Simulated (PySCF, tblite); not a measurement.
# C₅H₉BO₂S: geometry, infrared bands and NMR shifts

Wanted: the infrared bands and NMR shifts of C₅H₉BO₂S (`[BH3-][S@+](C)CC#CC(=O)O`), by calculation.

Programs: tblite 0.8.0 and PySCF 2.14.0, with density-fitted response routines of our own. Each step states its level of theory. These are calculated values for one molecule in the gas phase, unless marked as measured. Atoms are numbered from 0 throughout.

## (1) The starting structure

18 atoms, charge 0, multiplicity 1; geometry from: force field or distance geometry start.

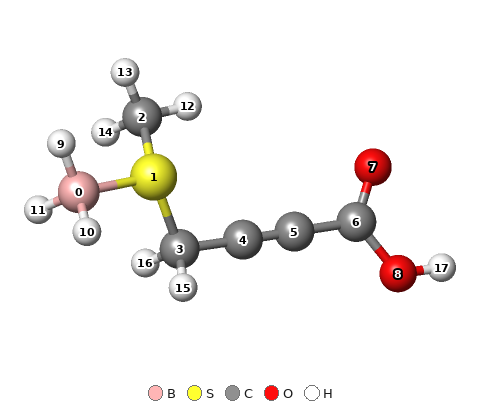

As it starts; boron pink, sulfur yellow, carbon grey, oxygen red, hydrogen white, atoms numbered.

## (2) Geometry optimisation with GFN2-xTB

What the job is given:

```
{"job": {"kind": "relax", "xc": "GFN2-xTB", "basis": "xTB"}, "charge": 0, "multiplicity": 1}
B     -2.900700    -1.289400     0.145700
S     -1.394800    -0.236800     0.344900
C     -1.588800     1.291700    -0.515300
C      0.028800    -1.110000    -0.275700
C      1.245300    -0.362200     0.036900
C      2.242500     0.264800     0.270500
C      3.438600     1.015100     0.559400
O      3.388200     2.270000     0.672600
O      4.653200     0.344700     0.728100
H     -3.860800    -0.698500     0.567900
H     -2.779800    -2.305700     0.749800
H     -3.072900    -1.532400    -1.006800
H     -0.709400     1.935400    -0.354100
H     -2.491200     1.821200    -0.136600
H     -1.727400     1.102100    -1.600400
H      0.088600    -2.112000     0.230800
H     -0.065000    -1.246200    -1.361500
H      5.496700     0.854500     0.932200
```

The run is started by

```console
$ OMP_NUM_THREADS=1 python probes_run.py task.json out
```

This one command runs all jobs of the session in turn.

**Question.** This job is followed by: GFN2-xTB harmonic vibrations, gas phase; GIAO PBE0/pcSseg-1 NMR shielding, non-relativistic, gas phase. Predict these results of the whole session: strongest single infrared mode (GFN2-xTB); zero-point energy (GFN2-xTB); 13C shifts against TMS (PBE0/pcSseg-1); 1H shifts against TMS (PBE0/pcSseg-1, means over atoms taken as alike); 11B shifts against BF3·OEt2 (PBE0/pcSseg-1); 33S shifts against CS2 (PBE0/pcSseg-1); 17O shifts against H2O (PBE0/pcSseg-1); surface potential, least and greatest.

**Answer**, as computed:

```
                                                              quantity                              value
                             strongest single infrared mode (GFN2-xTB)              1762 cm⁻¹, 469 km/mol
                                          zero-point energy (GFN2-xTB)                      80.6 kcal/mol
                                13C shifts against TMS (PBE0/pcSseg-1)  158.1, 89.2, 85.3, 38.6, 30.5 ppm
1H shifts against TMS (PBE0/pcSseg-1, means over atoms taken as alike)   6.46, 3.55, 3.12, 2.44, 1.90 ppm
                           11B shifts against BF3·OEt2 (PBE0/pcSseg-1)                          -23.6 ppm
                                33S shifts against CS2 (PBE0/pcSseg-1)                             45 ppm
                                17O shifts against H2O (PBE0/pcSseg-1)                   463.8, 215.2 ppm
                                 surface potential, least and greatest                 -1.24 V and 2.69 V
```

In words: Relaxing lowered the energy by 0.920 eV in 111 steps; the close pair that moved most is B0–S1, from 1.848 to 1.969 Å. No mode is imaginary among the 48: a minimum at this level. The strongest single mode, at 1762 cm⁻¹, moves mainly C6 and O7. Unscaled tight-binding wavenumbers are off by several per cent, some by more. Its intensities can rank the bands wrongly. At PBE0/pcSseg-1: Shielding is most anisotropic at O7 (span 643 ppm, paramagnetic term -532 ppm). By nearest atom (PBE0/pcSseg-1), the HOMO sits on H11 36 %; S1 15 % and the LUMO on C4, C6 about 23 % each; O7 17 %.
